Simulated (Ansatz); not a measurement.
**Two runs on CH$_{6}$ClNSi**

System: CH$_{6}$ClNSi.
Method of run 1: RKS SPW92/def2-TZVPP (Ansatz 0.2.0).

The geometry comes from this level: PBE0-D4/def2-TZVP. Text and figures count atoms from 1; the logs count them from 0 in places.

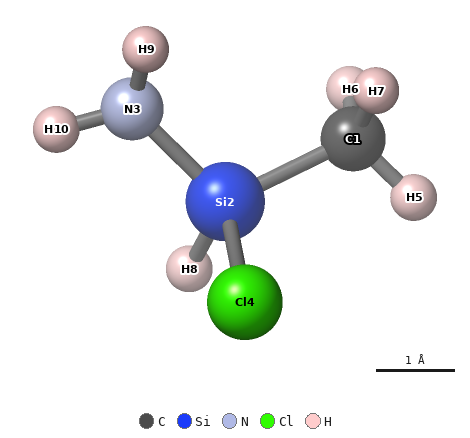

Figure 1. The input geometry (ball-and-stick view, seen at a tilt; atoms are numbered from 1 in the order of the input).

**Input file, run 1**
```yaml
crystal:
  periodic: [false, false, false]
  atoms:
    - {symbol: C, position_ang: [-0.924340, 0.960315, -0.429601]}
    - {symbol: Si, position_ang: [-0.055585, -0.637614, -0.073375]}
    - {symbol: N, position_ang: [1.200848, -0.379168, 1.050771]}
    - {symbol: Cl, position_ang: [0.594921, -1.392457, -1.900839]}
    - {symbol: H, position_ang: [-1.719983, 0.809460, -1.161595]}
    - {symbol: H, position_ang: [-1.359451, 1.369694, 0.484975]}
    - {symbol: H, position_ang: [-0.226905, 1.694279, -0.841385]}
    - {symbol: H, position_ang: [-0.936542, -1.689533, 0.482583]}
    - {symbol: H, position_ang: [1.847478, 0.382613, 0.917600]}
    - {symbol: H, position_ang: [1.662661, -1.168691, 1.473766]}
basis:
  gaussian: {orbitals: def2-TZVPP}
hamiltonian: {xc: lda}
output: {orbitals: {seedname: orbitals}}
```

Hardware: 2 CPU threads, shared host.

**Output (run 1)**
```
Functional definition: SPW92
  exchange = slater_x
  correlation = pw_c
1271 factors; their error is unknown
mean field evaluation 1: about -22916.8569 eV, gradient 9.4e1 eV
mean field evaluation 2: about -22870.5854 eV, gradient 1.5e2 eV
mean field evaluation 4: about -22933.9769 eV, gradient 1.6e1 eV
mean field evaluation 8: about -22934.5473 eV, gradient 2.8e-1 eV
mean field evaluation 16: about -22934.5149 eV, gradient 2.7e-4 eV
mean field -22934.51491595 eV, -842.8278775885 hartree, gradient 6.3e-5 eV, S^2 0.000000; 0 other end points of the search recorded, 0 dependent functions left out
reference -22934.51495393 eV, -842.8278789843 hartree; 25, 25 occupied and 205, 205 virtual orbitals, 1271 factors
Total energy: -22934.51495393 eV, -842.8278789843 hartree
```

For run 2 the input was changed thus:
```diff
-hamiltonian: {xc: lda}
+hamiltonian: {xc: pbe0, dispersion: d4}
```

Predict how the results change.

The total energies belong to different models, so their difference says nothing on which is more stable or more accurate. The HOMO goes from −6.56 to −7.84 eV. The LUMO goes from −0.22 to 0.76 eV.

**Output (run 2)**
```
Functional definition: PBE0
  parameter a = 0.25
  parameter kappa = 0.804
  parameter beta = 0.06672455060314922
  exchange = (1 - a)*pbe_x(kappa = kappa, mu = beta*pi^2/3) + a*exact_x
  correlation = pbe_c(beta = beta)
1305 factors; their error is unknown
mean field evaluation 1: about -23008.9816 eV, gradient 7.2e1 eV
mean field evaluation 2: about -23000.8348 eV, gradient 8.9e1 eV
mean field evaluation 4: about -23019.0959 eV, gradient 4.5e0 eV
mean field evaluation 8: about -23019.1390 eV, gradient 4.2e-2 eV
mean field evaluation 16: about -23019.1867 eV, gradient 3.0e-5 eV
mean field -23019.18670084 eV, -845.9395082908 hartree, gradient 3.0e-5 eV, S^2 0.000000; 0 other end points of the search recorded, 0 dependent functions left out
reference -23019.18673149 eV, -845.9395094169 hartree; 25, 25 occupied and 205, 205 virtual orbitals, 1305 factors
Total energy: -23019.36755931 eV, -845.9461547168 hartree
```

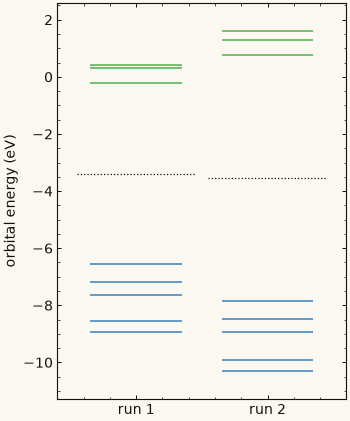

Figure 2. The five highest filled and three lowest empty orbital energies of the two runs; the dotted lines part filled from empty levels. The HOMO–LUMO gap is 6.34 eV in run 1 and 8.60 eV in run 2.

**The two runs side by side**

| quantity | run 1 | run 2 |
| --- | --- | --- |
| outcome | converged | converged |
| total energy (hartree) | −842.827879 | −845.946155 |
| HOMO (eV) | −6.56 | −7.84 |
| LUMO (eV) | −0.22 | 0.76 |
| basis functions | 230 | 230 |
| wall time (shared host) | 2 s | 4.6 s |
